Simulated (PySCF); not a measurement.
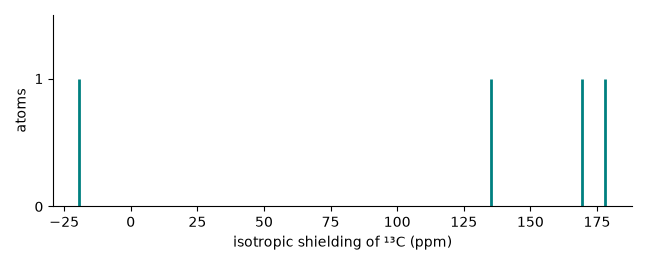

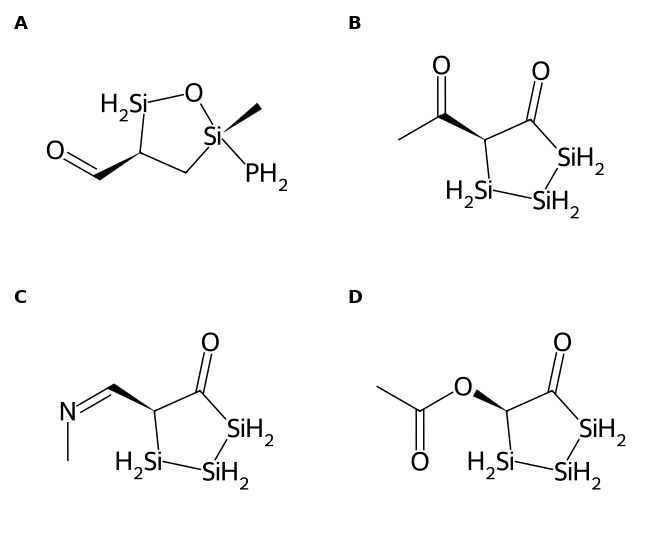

The sticks are computed shieldings of one of the molecules, for one fixed geometry (GFN2-xTB) without averaging over rotations. Low shielding means a high chemical shift. Method: GIAO PBE0/pcSseg-1 NMR shielding, non-relativistic, gas phase (PySCF 2.14.0).

> Which molecule gives this pattern?

A, `C[Si@@]1(P)C[C@@H](C=O)[SiH2]O1`. Its 4 C atoms give lines at −19.3, 135.3, 169.3, 178.1 ppm.

The geometry is semi-empirical. Around P, Si such bond lengths and angles can be off by a tenth of an ångström or more and by several degrees, and values that hang on the shape move with them.
